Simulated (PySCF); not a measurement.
# C$_{4}$H$_{9}$O$_{2}$PSi: what the fields show

```xyz
17

C    -0.1328   -1.8797    0.3767
C    -0.3317   -0.3729    0.4015
Si    0.8613    0.4772   -0.8720
P     2.8802    0.1086    0.0288
C    -1.6718    0.0495   -0.0351
O    -2.4153   -0.5782   -0.7601
C    -2.0643    1.4345    0.4436
O    -1.2728    2.2835    0.7549
H    -0.6904   -2.3494    1.1858
H    -0.4965   -2.2851   -0.5644
H     0.9197   -2.1350    0.4908
H    -0.1099    0.0440    1.3854
H     0.5043    1.8740   -1.1192
H     0.7638   -0.2748   -2.1274
H     3.5611    0.8075   -0.9516
H     2.8439    1.2045    0.8764
H    -3.1557    1.6040    0.4759
```

Geometry: GFN2-xTB.

Level of theory: B3LYP/def2-SVPD, SCF density, gas phase in PySCF.

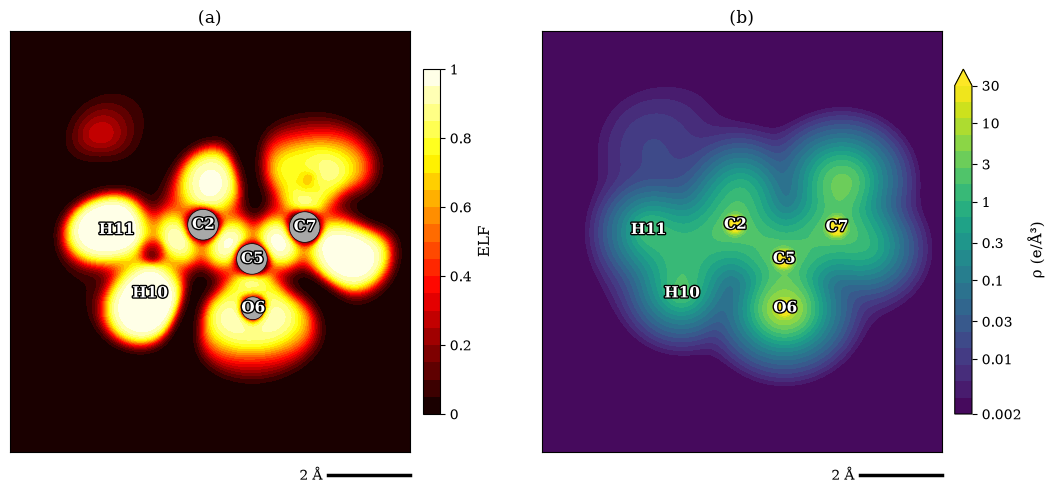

Figure 1. (a) electron localisation function; (b) electron density on the plane of atoms O6, C5 and C7. Grey discs cover the atomic cores in the ELF map.

Interpret the plot.

Answer.
- The plane passes through C, O and H nuclei.
- C–O (1.21 Å): ρ is about 3.3 e/Å³ halfway; the ELF peaks at about 0.85 between the atoms (a short, multiple covalent bond).
- C–C (1.47 Å): the density is about 1.9 e/Å³ at the midpoint; the ELF peaks at about 0.95 between the atoms (localised, covalent bonding).
- C–C (1.52 Å): the density is about 1.8 e/Å³ at the midpoint; the ELF peaks at about 1 between the atoms, as expected for localised, covalent bonding.
- The ELF also peaks beside O6 and O8, away from the bonds: lone-pair regions.

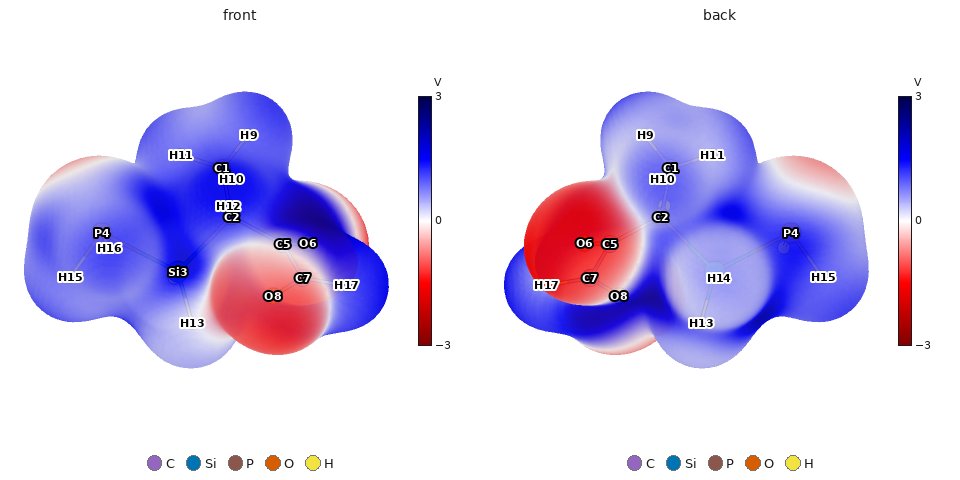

Figure 2. The molecular electrostatic potential painted on the density surface at 0.004 e/bohr³, seen from the front and from behind; red is negative and blue positive.

Describe the electrostatic potential map.

Answer. The most negative region (about −1.5 V) lies over O6, the most positive (about +2.2 V) over Si3, C5 and C7. O6 is the likeliest acceptor of a hydrogen bond.

How polar is the molecule by this calculation?

Answer. Its dipole moment is 1.37 D.
